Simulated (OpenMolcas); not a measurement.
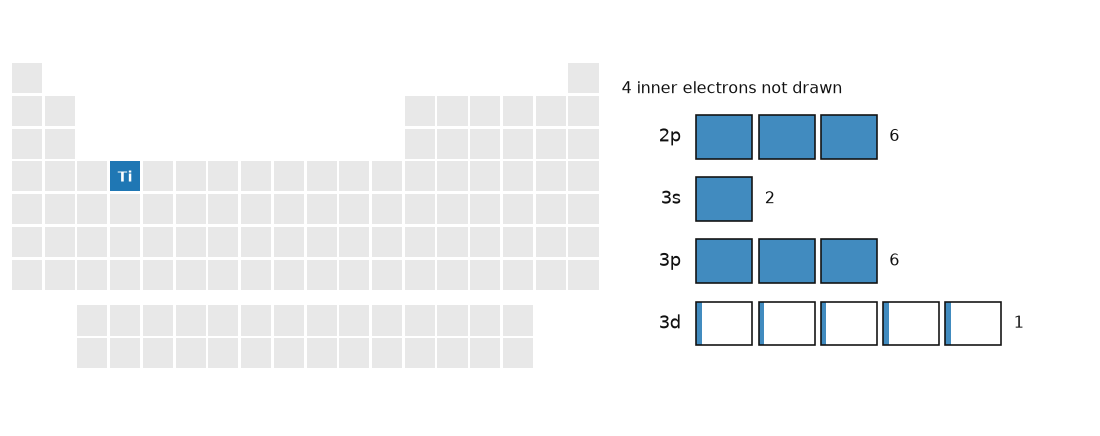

Fig. 1: Left, the place of titanium in the periodic table; right, the outer shells of the leading configuration of the lowest level: a box for each of the 2l + 1 orbitals, shaded by the share of the shell that is filled, with the electron count at the right.

## Multiconfigurational calculation for Ti³⁺ complex

System: Ti³⁺ with 6 ligands (NH3; tetragonal octahedron, 2.09 Å), with no charges around it.
Method: state-averaged CASSCF, active space 1 electron in the shell 3d, basis ANO-RCC-VDZP on the metal and ANO-RCC-VDZP on the ligands, DKH2 scalar Hamiltonian, spin-orbit coupling by RASSI with atomic mean-field integrals (OpenMolcas).

**Input**
```
&GATEWAY
Coord
25

Ti 0.0 0.0 0.0
N 2.090000 0.000000 0.000000
H 2.472099 0.945728 0.000000
H 2.472099 -0.472864 0.819024
H 2.472099 -0.472864 -0.819024
N 0.000000 2.090000 0.000000
H 0.000000 2.472099 0.945728
H 0.819024 2.472099 -0.472864
H -0.819024 2.472099 -0.472864
N -2.090000 0.000000 0.000000
H -2.472099 -0.945728 0.000000
H -2.472099 0.472864 -0.819024
H -2.472099 0.472864 0.819024
N 0.000000 -2.090000 0.000000
H 0.000000 -2.472099 -0.945728
H -0.819024 -2.472099 0.472864
H 0.819024 -2.472099 0.472864
N 0.000000 0.000000 2.131800
H 0.945728 0.000000 2.513899
H -0.472864 0.819024 2.513899
H -0.472864 -0.819024 2.513899
N 0.000000 0.000000 -2.131800
H -0.945728 0.000000 -2.513899
H 0.472864 -0.819024 -2.513899
H 0.472864 0.819024 -2.513899
Basis=Ti.ANO-RCC-VDZP,H.ANO-RCC-VDZP,N.ANO-RCC-VDZP
Group=XYZ
NoMove
AngMom=0.0 0.0 0.0
AMFI
RICD
&SEWARD
&RASSCF
FileOrb=start.orb
Symmetry=1
Spin=2
nActEl=1 0 0
Inactive=18 21
Ras2=5 0
CIRoot=5 5 1
SDav=5
CIMx=300
Iter=150 100
PrWF=0.3
OrbListing=Nothing
MaxOrb=0
LevShft=1.0
>>> COPY $Project.JobIph JOB001
&RASSI
NrOfJobIphs=1 5
1 2 3 4 5
IphNames
JOB001
EJob
SpinOrbit
DIPRint=1.0
SOCoupling=1000.0
Subsets=2
Property=9
'ANGMOM' 1 'ANGMOM' 2 'ANGMOM' 3 'MLTPL  1' 1 'MLTPL  1' 2 'MLTPL  1' 3
'AMFI' 1 'AMFI' 2 'AMFI' 3
SOProperty=3
'ANGMOM' 1 'ANGMOM' 2 'ANGMOM' 3
```

The file start.orb holds starting orbitals from an earlier step. A driver script formed the levels outside the program, from RASSI's spin-orbit matrix and the active-space energies, averaged over the components of each term or state.

Hardware: 1 thread of Arm Neoverse V1, 24 GiB of memory available, shared host.

Run as:
```bash
OMP_NUM_THREADS=1 MOLCAS_MEM=2457 MOLCAS_PROJECT=a pymolcas a.inp > a.log  # once for each step of the input, in one work folder
```

**Output (extracts)**
```
--- SEWARD ---
Basis set label: TI.ANO-RCC...5S4P2D1F.

      Electronic valence basis set:
      ------------------
      Associated Effective Charge  22.000000 au
      Associated Actual Charge     22.000000 au
      Nuclear Model: Point charge

      Shell  nPrim  nBasis  Cartesian Spherical Contaminant
         s      21       5        X
         p      15       4        X
         d      10       2                 X
         f       6       1                 X
                  Relativistic Douglas-Kroll-Hess integrals:
                    - DKH order of Hamiltonian: 2
                    - DKH order of Properties : 0
                  Atomic mean-field integrals
--- RASSCF ---
Wave function specifications:
      -----------------------------

      Number of closed shell electrons          78
      Number of electrons in active shells       1
      Max number of holes in RAS1 space          0
      Max nr of electrons in RAS3 space          0
      Number of inactive orbitals               39
      Number of active orbitals                  5
      Number of secondary orbitals             164
      Spin quantum number                      0.5
      State symmetry                             1
Orbital specifications:
      -----------------------

      Symmetry species                           1   2
                                                ag  au
      Frozen orbitals                            0   0
      Inactive orbitals                         18  21
      Active orbitals                            5   0
      RAS1 orbitals                              0   0
      RAS2 orbitals                              5   0
      RAS3 orbitals                              0   0
      Secondary orbitals                        79  85
      Deleted orbitals                           0   0
      Number of basis functions                102 106
      Number of CSFs                             5
      Number of root(s) required                 5
      Iter CI   SX   CI       RASSCF       Energy    max ROT     max BLB   max BLB  Level Ln srch  Step   QN
          iter iter root      energy       change     param      element    value   shift minimum  type update
 Nr of preliminary CI iterations:   1
      Total energies have been shifted. Add                -1000.00 au
        1   1   11    0  -189.15953625    0.00E+00  -1.08E-01*  17  23 1 -2.61E-01*  0.66   0.00    SX    NO
        2   1   10    0  -189.36574365   -2.06E-01*  5.49E-02   17  23 1 -1.53E-01*  0.83   0.00    SX    NO
        3   1   10    0  -189.40284198   -3.71E-02*  3.19E-02   17  23 1 -9.27E-02*  0.86   0.00    SX    NO
        4   1    9    0  -189.41508915   -1.22E-02* -1.93E-02   17  23 1 -5.70E-02*  0.88   0.00    SX    NO
        5   1    9    0  -189.41966191   -4.57E-03* -2.64E-02   17  23 1 -3.55E-02*  0.88   2.50    LS   YES
        6   1    9    0  -189.42244401   -2.78E-03* -5.86E-03   18  21 1  5.57E-03*  0.89   1.18    QN   YES
        7   1    8    0  -189.42263559   -1.92E-04* -3.28E-03   10  19 1 -1.80E-03*  0.89   1.33    QN   YES
        8   1    8    0  -189.42266802   -3.24E-05* -9.50E-04   10  19 1 -9.20E-04*  0.89   1.27    QN   YES
        9   1    7    0  -189.42267238   -4.35E-06* -2.20E-04   10  19 1 -3.53E-04*  0.89   1.29    QN   YES
       10   1    7    0  -189.42267306   -6.80E-07*  8.13E-05   10  19 1 -1.08E-04*  0.89   1.32    QN   YES
       11   1    6    0  -189.42267318   -1.18E-07* -5.56E-05   18  21 1  4.52E-05   0.89   1.28    QN   YES
       12   1    5    0  -189.42267319   -1.74E-08* -1.81E-05   19  35 2 -1.43E-05   0.89   1.29    QN   YES
       13   1    5    0  -189.42267320   -2.44E-09  -3.63E-06   17  29 1  6.69E-06   0.89   1.26    QN   YES
      Convergence after 13 iterations
       14   1    5    0  -189.42267320   -3.14E-10  -3.63E-06   17  23 1  2.61E-06   0.89   1.26    QN   YES
      Natural orbitals and occupation numbers for root  1
      sym 1:  -0.000000   1.000000   0.000000   0.000000   0.000000
      Natural orbitals and occupation numbers for root  2
      sym 1:  -0.000000  -0.000000   1.000000   0.000000   0.000000
      Natural orbitals and occupation numbers for root  3
      sym 1:   1.000000  -0.000000  -0.000000   0.000000   0.000000
::    RASSCF root number  1 Total energy:  -1189.46551344
::    RASSCF root number  2 Total energy:  -1189.46460849
::    RASSCF root number  3 Total energy:  -1189.46417175
::    RASSCF root number  4 Total energy:  -1189.36335105
::    RASSCF root number  5 Total energy:  -1189.35572125
--- RASSI ---
SPIN-FREE ENERGIES:
  (Shifted by EMIN (a.u.) =      -1189.4655134436)

 SF State       Relative EMIN(au)   Rel lowest level(eV)    D:o, cm**(-1)

     1             0.0000000000        0.0000000000              0.0000
     2             0.0009049583        0.0246251696            198.6154
     3             0.0013416889        0.0365092148            294.4667
     4             0.1021623972        2.7799804497          22422.0545
     5             0.1097921960        2.9875978518          24096.6017
     Dipole printing threshold changed to   1.00000000E+00
Eigenvalues of complex Hamiltonian:
   -----------------------------------
  (Shifted by EMIN (a.u.) =      -1189.4655134436)

 SO State       Relative EMIN(au)   Rel lowest level(eV)    D:o, cm**(-1)

     1            -0.0001200628        0.0000000000              0.0000
     2            -0.0001200628        0.0000000000              0.0000
     3             0.0007715232        0.0242612932            195.6805
     4             0.0007715232        0.0242612932            195.6805
     5             0.0015843865        0.0463804302            374.0834
     6             0.0015843865        0.0463804302            374.0834
     7             0.1021679701        2.7833991734          22449.6283
     8             0.1021679701        2.7833991734          22449.6283
     9             0.1097974233        2.9910071700          24124.0997
    10             0.1097974233        2.9910071700          24124.0997
Weights of the five most important spin-orbit-free states for each spin-orbit state.

 SO State  Total energy (au)           Spin-free states, spin, and weights
 -------------------------------------------------------------------------------------------------------
    1        -0.000120       1 0.5  0.9235    2 0.5  0.0549    3 0.5  0.0215    4 0.5  0.0000    5 0.5  0.0000
    2        -0.000120       1 0.5  0.9235    2 0.5  0.0549    3 0.5  0.0215    4 0.5  0.0000    5 0.5  0.0000
    3         0.000772       2 0.5  0.7251    3 0.5  0.2579    1 0.5  0.0170    5 0.5  0.0000    4 0.5  0.0000
    4         0.000772       2 0.5  0.7251    3 0.5  0.2579    1 0.5  0.0170    5 0.5  0.0000    4 0.5  0.0000
    5         0.001584       3 0.5  0.7206    2 0.5  0.2199    1 0.5  0.0595    5 0.5  0.0000    4 0.5  0.0000
    6         0.001584       3 0.5  0.7206    2 0.5  0.2199    1 0.5  0.0595    5 0.5  0.0000    4 0.5  0.0000
    7         0.102168       4 0.5  0.9999    2 0.5  0.0000    1 0.5  0.0000    3 0.5  0.0000    5 0.5  0.0000
    8         0.102168       4 0.5  0.9999    2 0.5  0.0000    1 0.5  0.0000    3 0.5  0.0000    5 0.5  0.0000
    9         0.109797       5 0.5  1.0000    3 0.5  0.0000    1 0.5  0.0000    2 0.5  0.0000    4 0.5  0.0000
   10         0.109797       5 0.5  1.0000    3 0.5  0.0000    1 0.5  0.0000    2 0.5  0.0000    4 0.5  0.0000
 -------------------------------------------------------------------------------------------------------
```

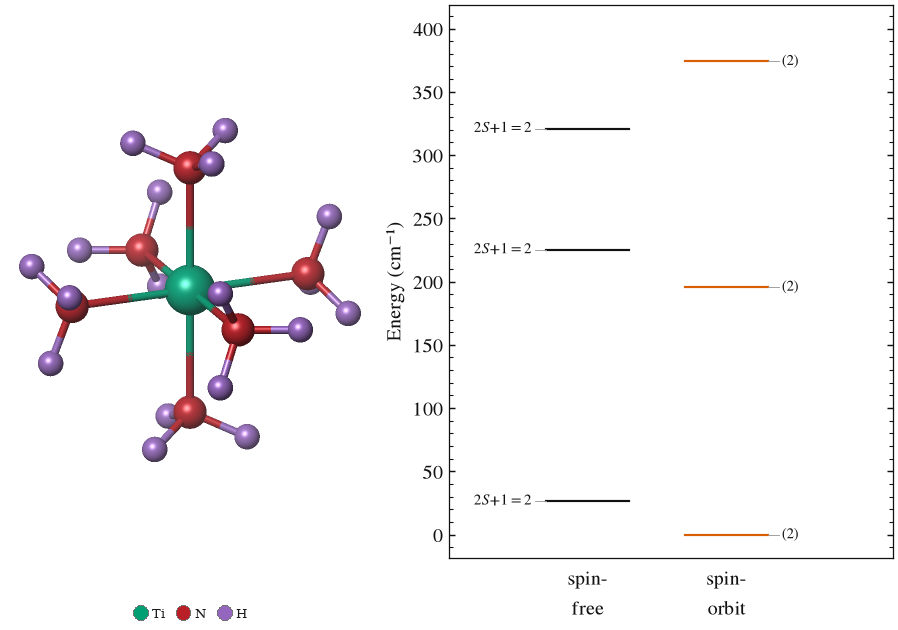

Fig. 2: Ti³⁺ (3d) with 6 ligands, NH₃, at 2.09 Å (arrangement: tetragonal octahedron, Ci), axial distortion 1.02, and its levels. Labels give the representation in O, Td, D4 or D3 as the site allows (double group for half-integer spin) where it could be assigned and, in brackets, the degeneracy; spin-free states, where drawn, share the zero of the spin-orbit levels. The ground level is a Kramers doublet, 100 % from states of spin multiplicity 2. Its principal g values are 1.03, 1.21 and 1.57. The next level lies at 196 cm⁻¹. The active orbitals hold 84 to 95 % metal character (Löwdin), and the Mulliken charge of the metal is +1.95.

**Summary**

| quantity | value |
| --- | --- |
| outcome | converged |
| energy of the lowest spin-free term | −1189.46551 hartree |
| energy of the lowest spin-orbit level | −1189.46563 hartree |
| largest spread among components of a term | 0.0 cm⁻¹ |
| wall time | 21 s |
| peak memory | 0.18 GiB |

**Notes**

Caveats: distances are set from ionic radii, not optimised.
